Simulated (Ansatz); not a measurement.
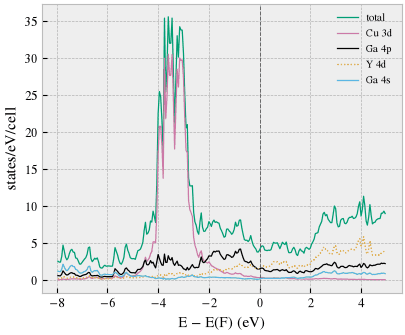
*Total and projected density of states of Y3Ga7Cu4 in space group C2/m (No. 12; Pearson symbol mS28), r²SCAN in the plane-wave PAW code Ansatz*

### Question
Which orbitals carry the states next to the Fermi level?

### Answer
Within 0.5 eV of the Fermi level: Y 4d 40 %, Ga 4p 38 %, Cu 3d 9 %, Ga 4s 5 %. Projections are on Löwdin-orthogonalised atomic valence shells; empty p or d shells of many metals are not among them.

### Question
Where is the tallest occupied peak in this window, and what makes it?

### Answer
Near -3.6 eV, about 36 states/eV per cell; the largest projected share is Cu 3d.

The first step of the workflow began from a Materials Project structure, measured or hypothetical; the Crystallography Open Database copy checked does not list it. Whether it is the stable phase at ambient conditions was not checked. The cell was relaxed with r²SCAN under the symmetry of its start; its stability against distortions is not shown here. The run is not spin-polarised. Scalar-relativistic: spin–orbit coupling is off unless named, which matters more the heavier the elements.

Potentials: the later of the program's two PAW sets.
